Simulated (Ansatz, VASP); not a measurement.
# Mn3CoSb2Te2 in two plane-wave programs

Wanted: the spread between two codes on one cell, functional and k mesh. The cell is invented: As first built, before any earlier steps moved the atoms: it takes the Ni2SbTe structure with some of its atoms replaced by other elements, volume scaled by an estimate. It may not be a known or stable phase. The cell comes out of earlier VASP steps on this material, which relaxed, scaled or displaced it; both programs get it as it stands.

Method: plane waves, with VASP 6.6.1 beside it; relaxation of cell and atoms at PBE, in Ansatz 0.2.0.

### Step 1. Starting point

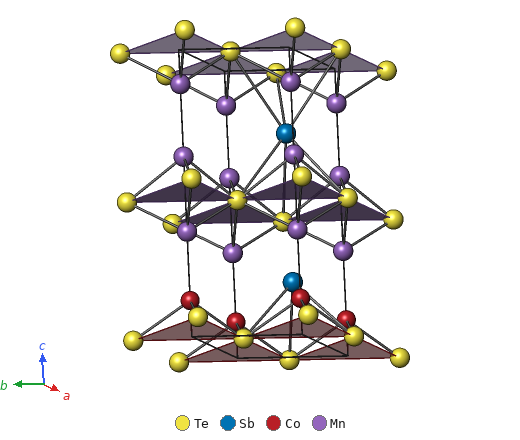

The starting structure, seen from a free direction (tellurium yellow, antimony blue, cobalt red, manganese purple). Some periodic images of atoms are drawn too.

Structure file:

```cif
data_structure
_symmetry_space_group_name_H-M 'P3m1'
_symmetry_Int_Tables_number 156
_cell_length_a 4.1089
_cell_length_b 4.1089
_cell_length_c 10.9325
_cell_angle_alpha 90.000
_cell_angle_beta 90.000
_cell_angle_gamma 120.000
_cell_volume 159.85
loop_
_atom_site_label
_atom_site_type_symbol
_atom_site_symmetry_multiplicity
_atom_site_Wyckoff_symbol
_atom_site_fract_x
_atom_site_fract_y
_atom_site_fract_z
_atom_site_occupancy
Te1 Te 1 b 0.33333 0.66667 0.49787 1
Te2 Te 1 b 0.33333 0.66667 0.01587 1
Sb1 Sb 1 c 0.66667 0.33333 0.75249 1
Sb2 Sb 1 c 0.66667 0.33333 0.23463 1
Co1 Co 1 a 0.00000 0.00000 0.12595 1
Mn1 Mn 1 a 0.00000 0.00000 0.88007 1
Mn2 Mn 1 a 0.00000 0.00000 0.36611 1
Mn3 Mn 1 a 0.00000 0.00000 0.62702 1
```

### Step 2. VASP: relaxation of cell and atoms, PBE

The relaxed volume is the usual yardstick between codes: its relative difference is about their pressure difference at one cell divided by the bulk modulus.

Lines of VASP's logs that name or quote its potential files are left out, and so is its time.

INCAR reads:

```
SYSTEM = Mn3CoSb2Te2
PREC = Accurate
ENCUT = 520
EDIFF = 1E-06
NELM = 100
ISMEAR = -1
SIGMA = 0.05
LREAL = .FALSE.
ALGO = Normal
GGA = PE
NBANDS = 47
ISPIN = 2
MAGMOM = 0 0 0 0 2 4 4 4
LMAXMIX = 4
LORBIT = 11
LWAVE = .FALSE.
LCHARG = .FALSE.
KPAR = 4
IBRION = 2
NSW = 60
ISIF = 3
EDIFFG = -0.01
```

POSCAR reads:

```
Mn3CoSb2Te2
1.0
    4.1089442163      0.0000000000      0.0000000000
   -2.0544721082      3.5584498497      0.0000000000
    0.0000000000      0.0000000000     10.9325369427
Te Sb Co Mn
2 2 1 3
Direct
    0.3333333300      0.6666666700      0.4978719336
    0.3333333300      0.6666666700      0.0158716300
    0.6666666700      0.3333333300      0.7524856372
    0.6666666700      0.3333333300      0.2346289632
    0.0000000000      0.0000000000      0.1259466314
    0.0000000000      0.0000000000      0.8800670307
    0.0000000000      0.0000000000      0.3661076843
    0.0000000000      0.0000000000      0.6270204895
```

KPOINTS reads:

```
Automatic mesh
0
Gamma
6 6 2
0 0 0
```

The projector-augmented-wave data sets are Te, Sb, Co and Mn_pv (PBE family, release 64).

Run with:

```
$ mpirun -np 4 vasp_std
```

Numbers of over 12 decimals in the logs are rounded to 6 here.

What it wrote:

```text
[banner, memory and clock lines left out]
running    4 mpi-ranks, on    1 nodes
 distrk:  each k-point on    1 cores,    4 groups
 distr:  one band on    1 cores,    1 groups

 POSCAR found type information on POSCAR TeSbCoMn
 POSCAR found :  4 types and       8 ions
 LDA part: xc-table for (Slater+PW92), standard interpolation
 POSCAR, INCAR and KPOINTS ok, starting setup
 FFT: planning ... GRIDC
 FFT: planning ... GRID_SOFT
 FFT: planning ... GRID
 WAVECAR not read
 entering main loop
       N       E                     dE             d eps       ncg     rms          rms(c)
DAV:   1     0.677901571566E+03    0.67790E+03   -0.35010E+04  3064   0.153E+03
DAV:   2     0.956012259562E+01   -0.66834E+03   -0.63961E+03  2703   0.412E+02
DAV:   3    -0.490602665958E+02   -0.58620E+02   -0.55363E+02  3172   0.130E+02
DAV:   4    -0.516428784089E+02   -0.25826E+01   -0.25597E+01  3111   0.256E+01
DAV:   5    -0.517153647055E+02   -0.72486E-01   -0.72455E-01  3490   0.497E+00    0.223E+01
DAV:   6    -0.531290441562E+02   -0.14137E+01   -0.50531E+01  3148   0.557E+01    0.251E+01
DAV:   7    -0.494868208366E+02    0.36422E+01   -0.22749E+01  3137   0.477E+01    0.142E+01
DAV:   8    -0.511006935395E+02   -0.16139E+01   -0.15030E+01  3572   0.474E+01    0.245E+01
DAV:   9    -0.491494328034E+02    0.19513E+01   -0.14139E+01  3648   0.259E+01    0.753E+00
DAV:  10    -0.493872413352E+02   -0.23781E+00   -0.20370E+00  3655   0.153E+01    0.909E+00
DAV:  11    -0.489996816006E+02    0.38756E+00   -0.18377E+00  3422   0.111E+01    0.289E+00
DAV:  12    -0.490027208907E+02   -0.30393E-02   -0.13803E-01  3410   0.266E+00    0.197E+00
DAV:  13    -0.490058505947E+02   -0.31297E-02   -0.13253E-01  3574   0.349E+00    0.193E+00
DAV:  14    -0.489939778022E+02    0.11873E-01   -0.61689E-02  3511   0.238E+00    0.711E-01
DAV:  15    -0.489947368008E+02   -0.75900E-03   -0.14273E-02  3536   0.847E-01    0.334E-01
DAV:  16    -0.489950955944E+02   -0.35879E-03   -0.24183E-03  3202   0.434E-01    0.122E-01
DAV:  17    -0.489951966181E+02   -0.10102E-03   -0.38711E-04  3775   0.146E-01    0.868E-02
DAV:  18    -0.489951888116E+02    0.78066E-05   -0.12741E-04  3433   0.124E-01    0.294E-02
DAV:  19    -0.489952034922E+02   -0.14681E-04   -0.27319E-05  3205   0.337E-02    0.125E-02
DAV:  20    -0.489952078022E+02   -0.43100E-05   -0.57535E-06  2880   0.170E-02    0.728E-03
DAV:  21    -0.489952088360E+02   -0.10338E-05   -0.12687E-06  1899   0.973E-03    0.312E-03
DAV:  22    -0.489952090702E+02   -0.23415E-06   -0.53390E-07  1590   0.346E-03
   1 F= -.48995209E+02 E0= -.48970861E+02  d E =-.489952E+02  mag=    10.9386
[... from here on, the cycles between the ionic steps are left out ...]
   2 F= -.48996129E+02 E0= -.48971378E+02  d E =-.919510E-03  mag=    10.9945
   3 F= -.48996102E+02 E0= -.48971320E+02  d E =-.892646E-03  mag=    11.0001
   4 F= -.48996124E+02 E0= -.48971366E+02  d E =-.915107E-03  mag=    10.9976
   5 F= -.48996348E+02 E0= -.48971636E+02  d E =-.223695E-03  mag=    10.9777
   6 F= -.48996335E+02 E0= -.48971666E+02  d E =-.211226E-03  mag=    10.9587
   7 F= -.48996362E+02 E0= -.48971681E+02  d E =-.237797E-03  mag=    10.9631
   8 F= -.48996368E+02 E0= -.48971674E+02  d E =-.243657E-03  mag=    10.9689
   9 F= -.48996368E+02 E0= -.48971677E+02  d E =-.244101E-03  mag=    10.9674
  10 F= -.48996498E+02 E0= -.48971699E+02  d E =-.129314E-03  mag=    10.9704
 trial-energy change:   -0.000129  1 .order   -0.000134   -0.000182   -0.000086
 step:   2.0893(harm=  2.0893)  dis= 0.00397  next Energy=   -48.996541 (dE=-0.172E-03)
 bond charge predicted
       N       E                     dE             d eps       ncg     rms          rms(c)
DAV:   1    -0.489962078695E+02    0.29020E-03   -0.25750E-02  3491   0.262E+00    0.190E-01
DAV:   2    -0.489968521174E+02   -0.64425E-03   -0.80620E-03  2935   0.768E-01    0.204E-01
DAV:   3    -0.489970282017E+02   -0.17608E-03   -0.35340E-03  3387   0.749E-01    0.258E-01
DAV:   4    -0.489965895433E+02    0.43866E-03   -0.14848E-03  3483   0.481E-01    0.812E-02
DAV:   5    -0.489965790817E+02    0.10462E-04   -0.31377E-04  3612   0.212E-01    0.793E-02
DAV:   6    -0.489965449899E+02    0.34092E-04   -0.26378E-04  3421   0.192E-01    0.425E-02
DAV:   7    -0.489965354185E+02    0.95713E-05   -0.36523E-05  3461   0.752E-02    0.126E-02
DAV:   8    -0.489965374440E+02   -0.20255E-05   -0.15986E-05  3426   0.457E-02    0.221E-02
DAV:   9    -0.489965344712E+02    0.29729E-05   -0.85251E-06  2840   0.364E-02    0.519E-03
DAV:  10    -0.489965340566E+02    0.41455E-06   -0.62771E-07  1393   0.750E-03
  11 F= -.48996534E+02 E0= -.48971638E+02  d E =-.165779E-03  mag=    10.9735
 curvature:  -1.81 expect dE=-0.566E-04 dE for cont linesearch -0.215E-07
 trial: gam=-0.01577 g(F)=  0.889E-05 g(S)=  0.225E-04 ort = 0.184E-05 (trialstep = 0.130E+01)
 search vector abs. value=  0.314E-04
 reached required accuracy - stopping structural energy minimisation
```

OUTCAR, selected parts (step 2):

```text
ion  position               nearest neighbor table
   1  0.333  0.667  0.498-   8 2.76   8 2.76   8 2.76   7 2.78   7 2.78   7 2.78   3 3.66   3 3.66
                             3 3.66   4 3.73   4 3.73   4 3.73
   2  0.333  0.667  0.016-   5 2.66   5 2.66   5 2.66   6 2.80   6 2.80   6 2.80   4 3.37   4 3.37
                             4 3.37   3 3.73   3 3.73   3 3.73
   3  0.667  0.333  0.752-   8 2.74   8 2.74   8 2.74   6 2.75   6 2.75   6 2.75   1 3.66   1 3.66
                             1 3.66   2 3.73   2 3.73   2 3.73
   4  0.667  0.333  0.235-   5 2.65   5 2.65   5 2.65   7 2.77   7 2.77   7 2.77   2 3.37   2 3.37
                             2 3.37   1 3.73   1 3.73   1 3.73
   5  0.000  0.000  0.126-   7 2.63   4 2.65   4 2.65   4 2.65   2 2.66   2 2.66   2 2.66   6 2.69

  LATTYP: Found a hexagonal cell.
 ALAT       =     4.1089442163
 C/A-ratio  =     2.6606681345

 Subroutine GETGRP returns: Found  6 space group operations
 (whereof  6 operations were pure point group operations)

The static configuration has the point symmetry C_3v.

 Found     14 irreducible k-points:

   k-points           NKPTS =     14   k-points in BZ     NKDIM =     14   number of bands    NBANDS=     47

   dimension x,y,z NGX =    32 NGY =   32 NGZ =   84
   dimension x,y,z NGXF=    64 NGYF=   64 NGZF=  168

   ENCUT  =  520.0 eV  38.22 Ry    6.18 a.u.   7.64  7.64 20.33*2*pi/ulx,y,z

   NELECT =      70.0000    total number of electrons

 k-points in reciprocal lattice and weights: Automatic mesh
   0.00000000  0.00000000  0.00000000       0.014
   0.16666667  0.00000000  0.00000000       0.083
   0.33333333 -0.00000000  0.00000000       0.083
   0.50000000  0.00000000  0.00000000       0.042
   0.16666667  0.16666667  0.00000000       0.083
   0.33333333  0.16666667  0.00000000       0.167
   0.33333333  0.33333333  0.00000000       0.028
   0.00000000  0.00000000  0.50000000       0.014
   0.16666667  0.00000000  0.50000000       0.083
[...]
0.33333333  0.16666667  0.50000000       0.167
   0.33333333  0.33333333  0.50000000       0.028

 average (electrostatic) potential at core
       1 -86.4272       2 -86.5603       3 -83.9830       4 -84.1130       5 -79.5896
       6 -66.1385       7 -66.1171       8 -66.0350

 E-fermi :   8.8437

 spin component 1
 k-point     1 :       0.0000    0.0000    0.0000
  band No.  band energies     occupation
    ...
     34       7.4922      1.00000
     35       7.7649      1.00000
     36       8.1587      1.00000
     37       8.1587      1.00000
     38       8.5102      0.99874
     39       9.2381      0.00038
     40       9.2381      0.00038
     41      10.4410      0.00000
     42      10.5096      0.00000
     43      10.5096      0.00000
    ...

 k-point     2 :       0.1667    0.0000    0.0000
  band No.  band energies     occupation
    ...
     35       7.7127      1.00000
     36       7.7796      1.00000
     37       7.8402      1.00000
     38       8.3854      0.99990
     39       8.8331      0.55290
     40       8.8988      0.24955
     41       9.1736      0.00136
     42       9.4330      0.00001
     43       9.9373      0.00000
     44      10.5698      0.00000
    ...

 k-point     3 :       0.3333   -0.0000    0.0000
  band No.  band energies     occupation
    ...
     36       7.2851      1.00000
     37       7.3440      1.00000
     38       7.7956      1.00000
     39       8.2295      1.00000
     40       8.3480      0.99995
     41       9.0541      0.01468
     42       9.1320      0.00313
     43       9.2550      0.00027
     44       9.8163      0.00000
     45      11.2332      0.00000
    ...

 k-point     4 :       0.5000    0.0000    0.0000
  band No.  band energies     occupation
    ...
     37       7.2618      1.00000
     38       7.2778      1.00000
     39       7.7067      1.00000
     40       8.0691      1.00000
     41       8.8066      0.67779
     42       9.3741      0.00002
     43       9.4353      0.00001
     44       9.5412      0.00000
     45      11.3767      0.00000
     46      11.8908      0.00000
    ...

 k-point     5 :       0.1667    0.1667    0.0000
  band No.  band energies     occupation
    ...
     36       7.4776      1.00000
     37       7.7090      1.00000
     38       7.8961      1.00000
     39       7.9377      1.00000
     40       8.1201      1.00000
     41       9.4789      0.00000
     42       9.6343      0.00000
     43       9.7398      0.00000
     44       9.9538      0.00000
     45      10.1148      0.00000
    ...

 k-point     6 :       0.3333    0.1667    0.0000
  band No.  band energies     occupation
    ...
     37       7.2477      1.00000
     38       7.3986      1.00000
     39       7.6234      1.00000
     40       7.7399      1.00000
     41       8.3069      0.99998
     42       9.0979      0.00617
     43       9.7562      0.00000
     44      10.5557      0.00000
     45      10.6120      0.00000
     46      11.7137      0.00000
    ...

  Total        0.0426161      0.0426161     -0.0098468     -0.0000000      0.0000000     -0.0000000
  in kB        0.4254216      0.4254215     -0.0982975     -0.0000000      0.0000000     -0.0000000
  external PRESSURE =       0.2508485 kB  Pullay stress =       0.0000000 kB

  energy-cutoff  :      520.00
  volume of cell :      160.50
      direct lattice vectors                 reciprocal lattice vectors
     4.107766711  0.000000000 -0.000000000     0.243441283  0.140550899  0.000000000
    -2.053883356  3.557430100  0.000000000    -0.000000000  0.281101799  0.000000000
    -0.000000000 -0.000000000 10.983036228     0.000000000  0.000000000  0.091049504

 POSITION                                       TOTAL-FORCE (eV/Angst)
 -----------------------------------------------------------------------------------
     -0.00000      2.37162      5.46465         0.000000      0.000000     -0.001973
     -0.00000      2.37162      0.17297        -0.000000      0.000000     -0.000334
      2.05388      1.18581      8.27264        -0.000000     -0.000000      0.004171
      2.05388      1.18581      2.57285         0.000000      0.000000     -0.003204
     -0.00000     -0.00000      1.38419         0.000000      0.000000     -0.006717
     -0.00000     -0.00000      9.66925        -0.000000     -0.000000      0.002725
      4.10777      0.00000      4.01587         0.000000      0.000000     -0.003883
     -0.00000     -0.00000      6.88820        -0.000000     -0.000000      0.009214
 -----------------------------------------------------------------------------------
    total drift:                                0.000006     -0.000004      0.000522

  FREE ENERGIE OF THE ION-ELECTRON SYSTEM (eV)
  ---------------------------------------------------
  free  energy   TOTEN  =       -48.9965340566 eV

  energy  without entropy=      -48.9467420520  energy(sigma->0) =      -48.97163805

 reached required accuracy - stopping structural energy minimisation

 total charge
# of ion       s       p       d       tot
------------------------------------------
    1        1.358   1.985   0.071   3.414
    2        1.360   1.930   0.087   3.378
    3        1.144   1.284   0.048   2.475
    4        1.145   1.236   0.060   2.441
    5        0.384   0.415   7.438   8.238
    6        0.272   6.215   5.066  11.553
    7        0.269   6.214   5.068  11.551
    8        0.268   6.217   5.098  11.583
--------------------------------------------------
tot          6.201  25.496  22.936  54.633

 magnetization (x)
# of ion       s       p       d       tot
------------------------------------------
    1        0.017  -0.058   0.006  -0.035
    2        0.018  -0.039   0.001  -0.020
    3        0.016  -0.160   0.006  -0.137
    4        0.020  -0.107   0.002  -0.084
    5       -0.000  -0.003   0.826   0.823
    6        0.036   0.029   3.353   3.418
    7        0.038   0.032   3.379   3.449
    8        0.032   0.033   3.161   3.226
--------------------------------------------------
tot          0.177  -0.272  10.734  10.639

[... 6 further parts left out ...]
```

(Part 1 of 2 ends here.)

[Lines on the potential files, build, host, timing and source positions are cut from VASP's logs without a mark.]

[Logs are printed without paths, hosts, clocks, repeated set-up lines and the standing remarks that a program may print on its own settings, such as how far it seeks lower states.]

[Hosts, paths, dates, database ids (printed as entryN), source tags and the programs' standing remarks are cut or masked in the printed files.]
